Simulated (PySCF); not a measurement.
System: As4H4 (cyclo-(AsH)4).

```yaml
atoms:
  - { symbol: As, position_ang: [-0.6739, -1.4471, 0.7098] }
  - { symbol: As, position_ang: [-1.5675, 0.7159, -0.0861] }
  - { symbol: As, position_ang: [0.6958, 1.3764, -0.8227] }
  - { symbol: As, position_ang: [1.6175, -0.6963, 0.1608] }
  - { symbol: H, position_ang: [-0.8424, -2.0644, -0.6786] }
  - { symbol: H, position_ang: [-1.3499, 1.3578, 1.2840] }
  - { symbol: H, position_ang: [0.4971, 0.6951, -2.1767] }
  - { symbol: H, position_ang: [1.7616, -0.0231, 1.5258] }
```

Geometry: PBE0-D3(BJ)/def2-SVP.

Theory: CAM-B3LYP/def2-SVPD, SCF density, gas phase in PySCF.

### Predict the electron density and electron localisation function between the atoms.

As–As (2.47 Å): ρ at the midpoint is about 0.57 e/Å³; the ELF peaks at about 0.85 between the atoms, as expected for a shared electron pair.

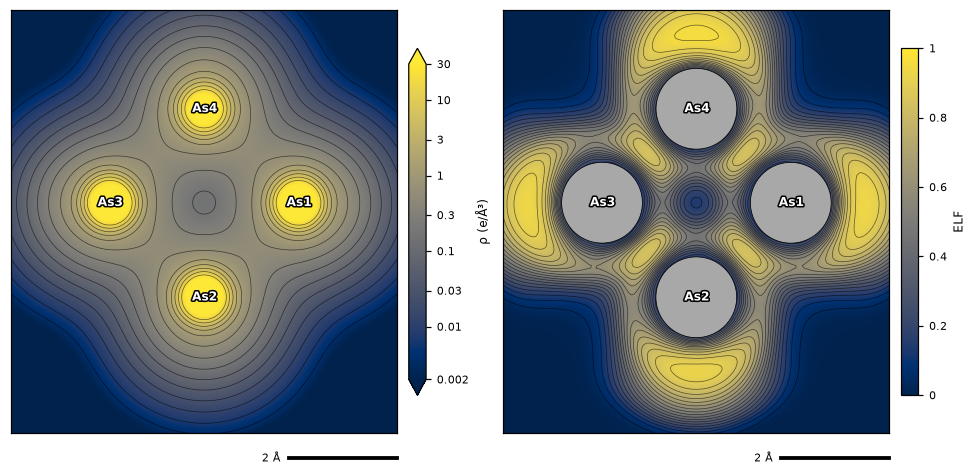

Computed electron density and electron localisation function on the plane of atoms As1, As2 and As3, in this order. Grey discs cover the atomic cores in the ELF map. 
